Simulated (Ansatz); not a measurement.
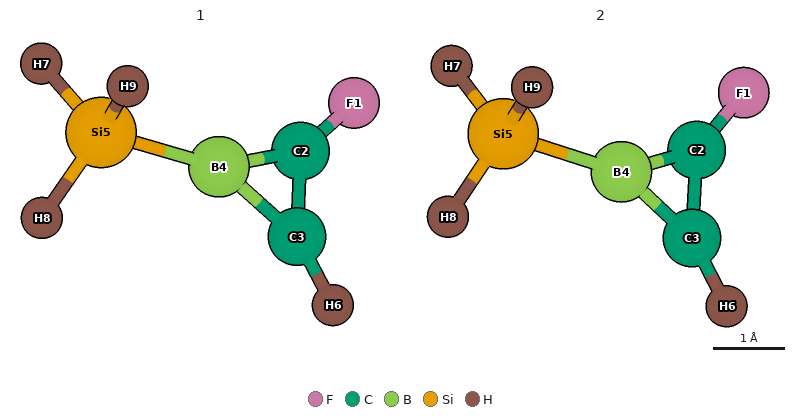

Two geometries of C₂H₄BFSi (coarse preliminary run), drawn at one scale. One is the start of a relaxation, the other its converged end. A ball-and-stick model, seen at a tilt.

Level of theory: Ansatz, RKS PBE-D4/def2-SVP. Settings: force threshold 0.03 eV/Å; at most 200 steps.

Which geometry has the lower energy?

Structure 1 is the relaxed one. The start comes from a force field. The atom that moves furthest after the best rigid fit is F1 (0.21 Å). By element the largest moves are F 0.21 Å, H 0.16 Å, C 0.08 Å, B 0.08 Å, Si 0.04 Å. Among the contacts that change: C3–B4 1.396 → 1.515 Å, Si5–H8 1.436 → 1.506 Å, C2–B4 1.425 → 1.484 Å, Si5–H7 1.449 → 1.506 Å. Bond angles that change, for instance: F1–C2–C3 147.5° → 139.8°, C2–B4–C3 59.3° → 53.5°, C2–B4–Si5 150.3° → 156.1°. After 5 geometry steps the energy has fallen by 0.507 eV. Largest force component: 5.6 eV/Å at the start, 0.021 eV/Å at the end.
